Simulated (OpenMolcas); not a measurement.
**Single-point calculation, with input and output: GeF4**

- system: GeF4
- method: CASSCF/6-31G (OpenMolcas 26.06)

The geometry comes from this level: GFN2-xTB.

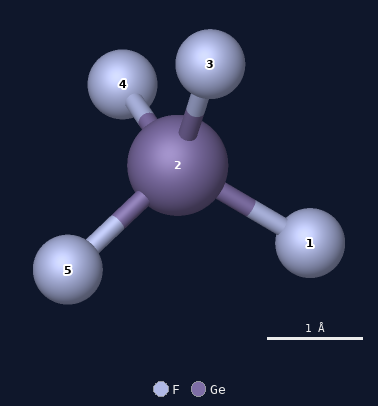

Figure 1. The structure (ball-and-stick view, seen at a tilt; atoms are numbered from 1 in the order of the input). Sticks mark near contacts. Bond lengths as drawn: F–Ge 1.67 Å.

## The input
```
&GATEWAY
Coord
coord.xyz
Basis
6-31G
Group
NoSym
&SEWARD
&RASSCF
FileOrb
$CurrDir/step1.ScfOrb
Spin
1
Nactel
4 0 0
Inactive
32
Ras2
4
OrbListing
Nothing
OrbAppear
Compact
```

## File coord.xyz
```
5

F     -0.445650     0.094790     1.609200
Ge     0.000290     0.000080     0.000400
F      1.262460    -1.085410    -0.160740
F     -1.300340    -0.518920    -0.916670
F      0.483230     1.509470    -0.532190
```

Command:
```bash
export MOLCAS_MEM=1860
pymolcas step2.input > step2.log
```

## What the program printed
```
--- Start Module: gateway ---

                                              &GATEWAY

                       available to each process: 1.9 GB of memory, 1 thread

++    Symmetry information:
      ---------------------

                    Character Table for C1

                             E
                    a        1  x, y, xy, Rz, z, xz, Ry, yz, Rx, I
--

++    Basis set information:
      ----------------------

      Basis set label: F.6-31G.........

      Electronic valence basis set:
      ------------------
      Associated Effective Charge   9.000000 au
      Associated Actual Charge      9.000000 au
      Nuclear Model: Point charge

      Shell  nPrim  nBasis  Cartesian Spherical Contaminant
         s      10       3        X
         p       4       2        X

      Basis set label: GE.6-31G.........

      Electronic valence basis set:
      ------------------
      Associated Effective Charge  32.000000 au
      Associated Actual Charge     32.000000 au
      Nuclear Model: Point charge

      Shell  nPrim  nBasis  Cartesian Spherical Contaminant
         s      22       5        X
         p      16       4        X
         d       4       2        X

      Basis set label: F.6-31G.........

      Electronic valence basis set:
      ------------------
      Associated Effective Charge   9.000000 au
      Associated Actual Charge      9.000000 au
      Nuclear Model: Point charge

      Shell  nPrim  nBasis  Cartesian Spherical Contaminant
         s      10       3        X
         p       4       2        X
--

++    Molecular structure info:
      -------------------------

                    ************************************************
                    **** Cartesian Coordinates / bohr, angstrom ****
                    ************************************************

     Center  Label                x              y              z                     x              y              z
        1      F1              -0.842156       0.179127       3.040947             -0.445650       0.094790       1.609200
        2      GE2              0.000548       0.000151       0.000756              0.000290       0.000080       0.000400
        3      F3               2.385704      -2.051128      -0.303755              1.262460      -1.085410      -0.160740
        4      F4              -2.457286      -0.980617      -1.732255             -1.300340      -0.518920      -0.916670
        5      F5               0.913172       2.852485      -1.005693              0.483230       1.509470      -0.532190

                    ***************************************
                    *    InterNuclear Distances / bohr    *
                    ***************************************

               1 F1            2 GE2           3 F3            4 F4            5 F5
    1 F1       0.000000
    2 GE2      3.159897        0.000000
    3 F3       5.155594        3.160607        0.000000
    4 F4       5.170794        3.163255        5.161508        0.000000
    5 F5       5.157841        3.159372        5.167831        5.155633        0.000000

                    *******************************************
                    *    InterNuclear Distances / angstrom    *
                    *******************************************

               1 F1            2 GE2           3 F3            4 F4            5 F5
    1 F1       0.000000
    2 GE2      1.672145        0.000000
    3 F3       2.728223        1.672521        0.000000
    4 F4       2.736266        1.673923        2.731352        0.000000
    5 F5       2.729412        1.671868        2.734699        2.728244        0.000000
--

            Nuclear Potential Energy            458.62494577 au

--- Stop Module: gateway /rc=_RC_ALL_IS_WELL_ ---

--- Start Module: seward ---

                                              &SEWARD

                       available to each process: 1.9 GB of memory, 1 thread

               SEWARD will generate:
                  Multipole Moment integrals up to order  2
                  Kinetic Energy integrals
                  Nuclear Attraction integrals (point charge)
                  One-Electron Hamiltonian integrals
                  Velocity integrals
                  Orbital angular momentum around (  0.0002   0.0001   0.0003 )
                  Velocity quadrupole around (  0.0002   0.0001   0.0003 )
                  Two-Electron Repulsion integrals

                   Integrals are discarded if absolute value <: 1.00E-14
                   Integral cutoff threshold is set to       <: 1.00E-16

            Nuclear Potential Energy            458.62494577 au

      Basis set specifications :
      Symmetry species         a
      Basis functions           65

--- Stop Module: seward /rc=_RC_ALL_IS_WELL_ ---
--- Module seward spent 1 second ---

--- Start Module: rasscf ---

                                              &RASSCF

                       available to each process: 1.9 GB of memory, 1 thread

      Header of the ONEINT file:
      --------------------------

      OrdInt status: non-squared

      Cartesian coordinates in angstrom:
      -----------------------------------------------------
      No.  Label        X            Y            Z
      -----------------------------------------------------
       1   F1        -0.44565000   0.09479000   1.60920000
       2   GE2        0.00029000   0.00008000   0.00040000
       3   F3         1.26246000  -1.08541000  -0.16074000
       4   F4        -1.30034000  -0.51892000  -0.91667000
       5   F5         0.48323000   1.50947000  -0.53219000
      -----------------------------------------------------
      Nuclear repulsion energy =  458.62494577

++    Wave function specifications:
      -----------------------------

      Number of closed shell electrons          64
      Number of electrons in active shells       4
      Max number of holes in RAS1 space          0
      Max nr of electrons in RAS3 space          0
      Number of inactive orbitals               32
      Number of active orbitals                  4
      Number of secondary orbitals              29
      Spin quantum number                      0.0
      State symmetry                             1
--

++    Orbital specifications:
      -----------------------

      Symmetry species                           1
                                                 a
      Frozen orbitals                            0
      Inactive orbitals                         32
      Active orbitals                            4
      RAS1 orbitals                              0
      RAS2 orbitals                              4
      RAS3 orbitals                              0
      Secondary orbitals                        29
      Deleted orbitals                           0
      Number of basis functions                 65
--

++    CI expansion specifications:
      ----------------------------

      Number of CSFs                            20
      Number of spin combinations               21
      Number of determinants                    36
      Number of root(s) required                 1
      Root chosen for geometry opt.              1
      CI root used                               1

      highest root included in the CI            1
      max. size of the explicit Hamiltonian     20
--

++    Optimization specifications:
      ----------------------------

      RASSCF algorithm: Conventional
      Maximum number of macro iterations       200
      Maximum number of SX iterations          100
      Threshold for RASSCF energy            1.000E-08
      Threshold for max MO rotation          1.000E-01
      Threshold for max BLB element          1.000E-04
      Level shift parameter                  5.000E-01
      Make Quasi-Newton update
--

      The MO-coefficients are taken from the file:
      step1.ScfOrb
      Title: SCF orbitals

      Total molecular charge    0.00

      ************************************************************************************************************************
      *                                            Wave function control section                                             *
      ************************************************************************************************************************

                                         RASSCF iterations: Energy and convergence statistics
                                         ----------------------------------------------------

          iter iter root      energy       change     param      element    value   shift minimum  type update hh:mm:ss
 Nr of preliminary CI iterations:   1
      Total energies have been shifted. Add                -2000.00 au
        1   1   11    1  -472.83067979    0.00E+00   4.58E-01*  23  35 1 -2.87E-03*  0.00   0.00    SX    NO    0:00:00
        2   1   14    1  -472.83952632   -8.85E-03*  2.73E-01*  23  35 1 -1.17E-02*  0.00   0.00    SX    NO    0:00:00
        3   1   13    1  -472.84975476   -1.02E-02*  1.70E-01*  34  52 1  7.77E-03*  0.00   0.00    SX    NO    0:00:00
        4   1   10    1  -472.85876359   -9.01E-03*  1.40E-01*  33  51 1  6.68E-03*  0.00   0.00    SX    NO    0:00:00
        5   1   11    1  -472.86463263   -5.87E-03* -1.57E-01*  23  35 1  5.24E-03*  0.00   1.93    QN   YES    0:00:00
        6   1   11    1  -472.86757308   -2.94E-03*  1.54E-02   23  35 1  5.95E-03*  0.00   1.03    QN   YES    0:00:00
        7   1   10    1  -472.86772659   -1.54E-04*  2.17E-02   23  35 1  1.83E-03*  0.00   2.03    QN   YES    0:00:00
        8   1   10    1  -472.86785128   -1.25E-04*  1.86E-02   23  35 1 -2.42E-03*  0.00   1.24    QN   YES    0:00:00
        9   1   10    1  -472.86793706   -8.58E-05*  2.43E-02   23  35 1 -3.40E-03*  0.00   2.50    LS   YES    0:00:00
       10   1   11    1  -472.86799192   -5.49E-05* -2.01E-02   23  35 1 -4.67E-03*  0.00   1.28    QN   YES    0:00:00
       11   1   10    1  -472.86807264   -8.07E-05* -2.32E-02   23  35 1 -2.85E-03*  0.00   2.33    LS   YES    0:00:00
       12   1    9    1  -472.86811059   -3.79E-05*  5.51E-03   27  43 1 -7.56E-04*  0.00   1.13    QN   YES    0:00:00
       13   1    9    1  -472.86812332   -1.27E-05* -1.28E-03   17  60 1 -3.53E-04*  0.00   1.11    QN   YES    0:00:00
       14   1    8    1  -472.86812467   -1.35E-06* -6.72E-04   23  35 1  1.62E-04*  0.00   1.02    QN   YES    0:00:00
       15   1    7    1  -472.86812489   -2.23E-07*  2.38E-04   17  60 1  3.93E-05   0.00   1.18    QN   YES    0:00:00
       16   1    6    1  -472.86812494   -5.05E-08*  2.32E-04   18  61 1 -4.18E-05   0.00   1.37    QN   YES    0:00:00
       17   1    7    1  -472.86812497   -2.63E-08*  2.20E-04   23  35 1 -2.41E-05   0.00   1.44    QN   YES    0:00:00
       18   1    6    1  -472.86812498   -1.23E-08*  8.32E-05   18  61 1 -1.50E-05   0.00   1.25    QN   YES    0:00:00
       19   1    5    1  -472.86812498   -3.30E-09   6.65E-05   17  60 1  5.16E-06   0.00   1.38    QN   YES    0:00:00
      Convergence after 19 iterations
       20   1    5    1  -472.86812499   -1.60E-09   6.65E-05   23  35 1  3.81E-06   0.00   1.38    QN   YES    0:00:00

      ************************************************************************************************************************
                                                      Wave function printout:
                       occupation of active orbitals, and spin coupling of open shells (u,d: Spin up or down)
      ************************************************************************************************************************

      Note: transformation to natural orbitals
      has been made, which may change the order of the CSFs.

      printout of CI-coefficients larger than  0.05 for root  1
      energy=   -2472.868125
      conf/sym  1111     Coeff  Weight
             1  2200  -0.99029 0.98068
             6  2020   0.06907 0.00477
            10  udud   0.09268 0.00859
            12  0220   0.05720 0.00327

      Natural orbitals and occupation numbers for root  1
      sym 1:   1.982670   1.978519   0.024855   0.013956

      ************************************************************************************************************************
      *                                                    Final results                                                     *
      ************************************************************************************************************************

++    Final optimization conditions:
      ------------------------------

      Average CI energy                           -2472.86812499
      RASSCF energy for state  1                  -2472.86812499
      Super-CI energy                                -0.00000000
      RASSCF energy change                           -0.00000000
      Max change in MO coefficients              -5.680E-05
      Max non-diagonal density matrix element     6.651E-05
      Maximum BLB matrix element                  3.813E-06
      (orbital pair  23,  35 in symmetry   1)
      Norm of electronic gradient            1.591E-05
--

      Final state energy(ies):
      ------------------------

::    RASSCF root number  1 Total energy:  -2472.86812499
      Von Neumann Entropy (Root   1) =  0.15651

      Mulliken population analysis for root number:  1
      -----------------------------------------------

++    Molecular charges:
      ------------------

      Mulliken charges per centre
      ---------------------------

                F1      GE2     F3      F4      F5
      Total    9.5509 29.8677  9.5153  9.5152  9.5509

      N-E     -0.5509  2.1323 -0.5153 -0.5152 -0.5509

      Total electronic charge=   68.000000

      Total            charge=   -0.000000
--

      Expectation values of various properties for root number:  1
      -----------------------------------------------------------

++    Molecular properties:
      ---------------------

      Charge (e):
                      =   -0.0000
      Dipole Moment (debye):
      Origin of the operator (angstrom)=    0.0001    0.0000    0.0001
                   X= -1.5142E-04               Y= -1.7850E-01               Z= -1.1498E-01           Total=  2.1233E-01
      Quadrupole Moment (debye*angstrom):
      Origin of the operator (angstrom)=    0.0001    0.0000    0.0001
                  XX= -3.9634E+01              XY= -8.2310E-02              XZ=  1.1119E-01              YY= -3.9960E+01
                  YZ=  1.0180E-01              ZZ= -4.0058E+01
      In traceless form (debye*angstrom)
                  XX=  3.7492E-01              XY= -1.2346E-01              XZ=  1.6679E-01              YY= -1.1419E-01
                  YZ=  1.5270E-01              ZZ= -2.6073E-01
--

      Average orbitals are written to the RASORB file
      Natural orbitals for root   1 are written to the RASORB.1 file
      Spin density orbitals for root   1 are written to the SPDORB.1 file

--- Stop Module: rasscf /rc=_RC_ALL_IS_WELL_ ---
--- Module rasscf spent 2 seconds ---

.##################.
.# Happy landing! #.
.##################.

    Timing: Wall=4.55 User=3.58 System=0.95
```

## Results in brief

| quantity | value |
| --- | --- |
| outcome | converged |
| total energy | −2472.868125 hartree |
| CASSCF energy | −2472.868125 hartree |
| basis functions | 65 |
| hardware | 1 thread of Arm Neoverse V1, 24 GiB of memory available, shared host |
| wall time | 4.8 s |
| peak memory | 0.4 GiB |

## Notes

The record of the run, not the program, notes: an active orbital turned away from the chosen space.
